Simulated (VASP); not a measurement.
Band structure of K (bcc). Computed with revPBE GGA, VASP's PBE PAW potentials (set 64) (plane waves; VASP).

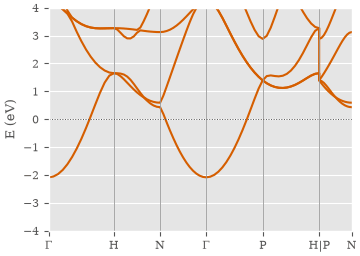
Figure. Bands along high-symmetry lines, zero at the valence-band maximum or, without a gap, the Fermi level

**Question.** Read the plot: is there a gap, and where are the band edges?

**Answer.** It has no gap at this level: it comes out as a metal or semimetal. (Edges off the drawn lines would not show.)

The compound is K in the bcc structure. It was relaxed first, which changed the volume by +7 %.
